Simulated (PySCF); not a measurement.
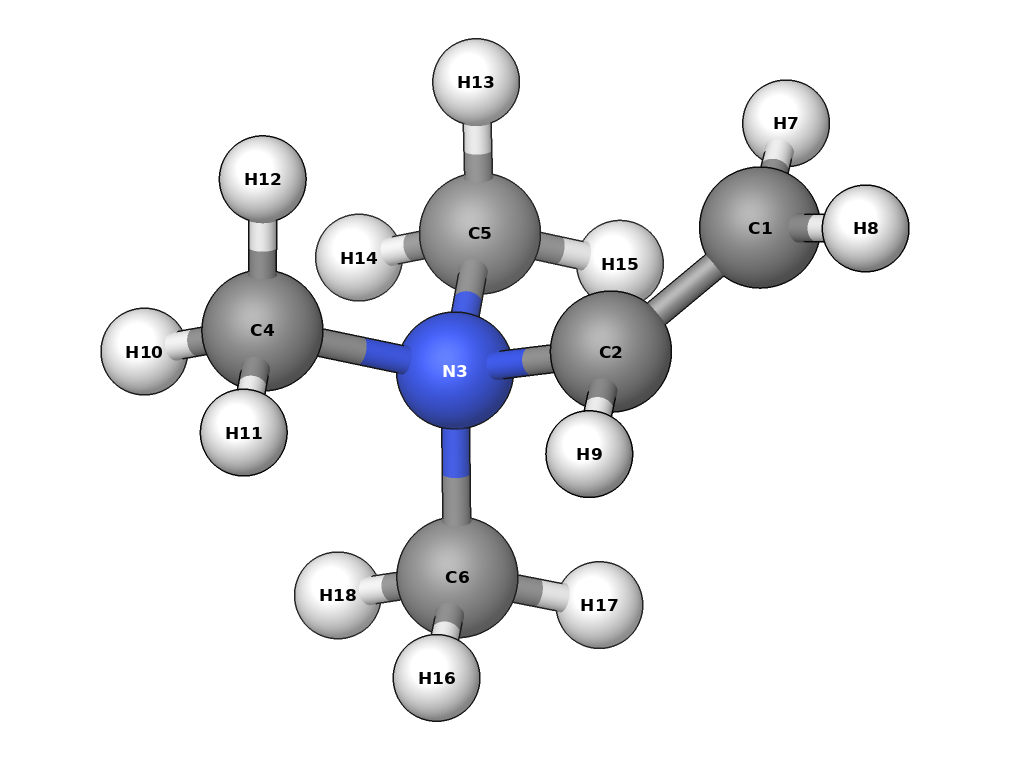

The species has charge +1 and is a spin singlet. The geometry was computed by an optimisation with PBE0-D3(BJ)/def2-SVP. No frequency run is at hand to confirm it as a minimum. Level of theory: B3LYP/6-31G-J indirect spin-spin coupling, non-relativistic, gas phase (PySCF 2.14.0). Isotopes: 13C, 1H, 15N.

Give the spin–spin coupling constants of these pairs, with the number of bonds between them: C2/N3, N3/C4, N3/C6, N3/C5, C1/N3, N3/H9, N3/H8, N3/H7.

| pair | bonds apart | J (Hz) |
| --- | --- | --- |
| C2, N3 | 1 | −5.1 |
| N3, C4 | 1 | −4.4 |
| N3, C6 | 1 | −4.4 |
| N3, C5 | 1 | −4.5 |
| C1, N3 | 2 | 0.6 |
| N3, H9 | 2 | −6.3 |
| N3, H8 | 3 | −8.7 |
| N3, H7 | 3 | −3.8 |
